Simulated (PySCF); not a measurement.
**QCISD(T)/STO-3G run of [GeH3]− (SMILES [H][Ge-]([H])[H])**

What is the energy change on altering one bond length of [GeH3]− at QCISD(T)/STO-3G? The job is set up through a Python script.

The calculation is run with PySCF 2.14.0.

8 further runs of the same task are left out: 8 set aside as unsound or not needed.

## 1. The system as given

The species is [GeH3]− (4 atoms), meant as a singlet with charge -1. As SMILES, `[H][Ge-]([H])[H]`. Geometry: a GFN2-xTB relaxation, a rough one for these elements and not checked as a minimum.

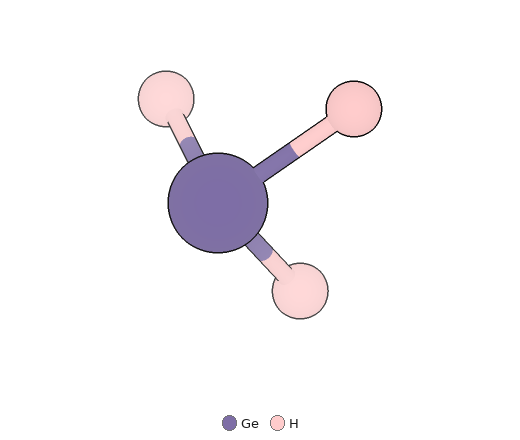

Viewed from a chosen angle; germanium purple, hydrogen pink.

## 2. A single-point energy at QCISD(T)/STO-3G

The input, input.py:

```python
from pyscf import gto, cc

system = gto.M(
    atom=[
    ('Ge', (-0.007520, 0.005800, 0.768010)),
    ('H', (1.421950, -0.031460, -0.244430)),
    ('H', (-0.677460, 1.249470, -0.271720)),
    ('H', (-0.736970, -1.223820, -0.251850)),
],
    charge=-1,
    max_memory=1860,
    basis='sto-3g',
    verbose=4,
)

hf = system.RHF()
hf.conv_tol = 1e-10
hf.kernel()
if not hf.converged:
    hf = hf.newton().run(hf.mo_coeff, hf.mo_occ)

mycc = cc.QCISD(hf, frozen=9)
mycc.kernel()
e_t = mycc.qcisd_t()
e_final = mycc.e_tot + e_t
print('E(%s) = %.9f' % ('QCISD(T)', e_final))
```

Started as:

```
$ OMP_NUM_THREADS=1 python input.py
```

The log of the run:

```text
PySCF version 2.14.0

[INPUT] num. atoms = 4
[INPUT] num. electrons = 36
[INPUT] charge = -1
[INPUT] spin (= nelec alpha-beta = 2S) = 0
[INPUT] symmetry False subgroup None
[INPUT] Mole.unit = angstrom
[INPUT] Symbol           X                Y                Z      unit          X                Y                Z       unit  Magmom
[INPUT]  1 Ge    -0.007520000000   0.005800000000   0.768010000000 AA   -0.014210740457   0.010960411522   1.451328560927 Bohr   0.0
[INPUT]  2 H      1.421950000000  -0.031460000000  -0.244430000000 AA    2.687096062825  -0.059450783879  -0.461905756627 Bohr   0.0
[INPUT]  3 H     -0.677460000000   1.249470000000  -0.271720000000 AA   -1.280213860348   2.361156100860  -0.513476382567 Bohr   0.0
[INPUT]  4 H     -0.736970000000  -1.223820000000  -0.251850000000 AA   -1.392671462021  -2.312684625765  -0.475927524472 Bohr   0.0

[... 42 lines left out ...]
converged SCF energy = -2053.23626044014
[... 11 lines left out ...]
Init t2, MP2 energy = -2053.28152876926  E_corr(MP2) -0.0452683291211676
[... 10 lines left out ...]
QCISD converged
[... 2 lines left out ...]
E(QCISD(T)) = -2053.305945330
```

It took 0.62 s on 1 thread of Intel Xeon Platinum 8559C (Emerald Rapids), shared host; peak memory 0.12 GiB.

## 3. The distorted shape

The input, job.py:

```python
from pyscf import gto, scf, cc

molecule = gto.Mole()
molecule.atom = '''
Ge     0.357216     0.620628     1.277955
H      1.786686     0.583368     0.265515
H     -0.312724     1.864298     0.238225
H     -0.736970    -1.223820    -0.251850
'''
molecule.verbose = 3
molecule.max_memory = 1860
molecule.basis = 'sto-3g'
molecule.charge = -1
molecule.build()

mf = scf.RHF(molecule)
mf.conv_tol = 1e-10
mf.kernel()
if not mf.converged:
    mf = mf.newton().run(mf.mo_coeff, mf.mo_occ)

mycc = cc.QCISD(mf, frozen=9)
mycc.kernel()
e_t = mycc.qcisd_t()
e_tot = mycc.e_tot + e_t
print('E(%s) = %.9f' % ('QCISD(T)', e_tot))
```

Started as:

```
$ OMP_NUM_THREADS=1 python job.py
```

The log of the run:

```text
converged SCF energy = -2053.09225508505
E(QCISD) = -2053.196911932063  E_corr = -0.1046568470119151
QCISD(T) correction = -0.000279732146331978
E(QCISD(T)) = -2053.197191664
```

Wall time 0.52 s (1 thread of Intel Xeon Platinum 8559C (Emerald Rapids), shared host); peak memory 0.1 GiB.

## 4. Outcome

Level: QCISD(T)/STO-3G, 9 core orbitals frozen.

| quantity | value |
| --- | --- |
| first shape: total energy | -2053.30595 Eh |
| first shape: HOMO energy (Hartree–Fock orbitals) | 2.02 eV |
| first shape: LUMO energy (Hartree–Fock orbitals) | 18.56 eV |
| first shape: HOMO–LUMO gap (to an unbound level, set by the basis) | 16.54 eV |
| first shape: correlation energy (9 core orbitals frozen) | -69.7 mEh |
| first shape: (T) correction | -0.19 mEh |
| first shape: T1 diagnostic | 0.008 |
| distorted shape: total energy | -2053.19719 Eh |
| distorted shape: HOMO energy (Hartree–Fock orbitals) | 2.46 eV |
| distorted shape: LUMO energy (Hartree–Fock orbitals) | 12.82 eV |
| distorted shape: HOMO–LUMO gap (to an unbound level, set by the basis) | 10.36 eV |
| distorted shape: correlation energy (9 core orbitals frozen) | -104.9 mEh |
| distorted shape: (T) correction | -0.28 mEh |
| distorted shape: T1 diagnostic | 0.036 |
| energy change with the Ge1–H4 bond stretched from 1.756 to 2.634 Å | 2.959 eV |

**Reading.** With the Ge1–H4 bond stretched from 1.756 to 2.634 Å the energy rises by 2.96 eV (68 kcal/mol). The first shape isn't relaxed at this level, so the change isn't measured from a minimum. The minimal basis adds a large error of its own. The triples (first shape) make up 0.3 % of the correlation energy. The HOMO (first shape) lies at positive energy, 2.02 eV: the electron is unbound at this level or held by a compact basis; values depend on the basis. The T1 diagnostic (distorted shape) of 0.036 is above the customary mark for such species, so a single reference may not serve. Mulliken charges (distorted shape) of the mean-field density run from -0.50 on H4 to +0.07 on Ge1. The triples (distorted shape) make up 0.3 % of the correlation energy.
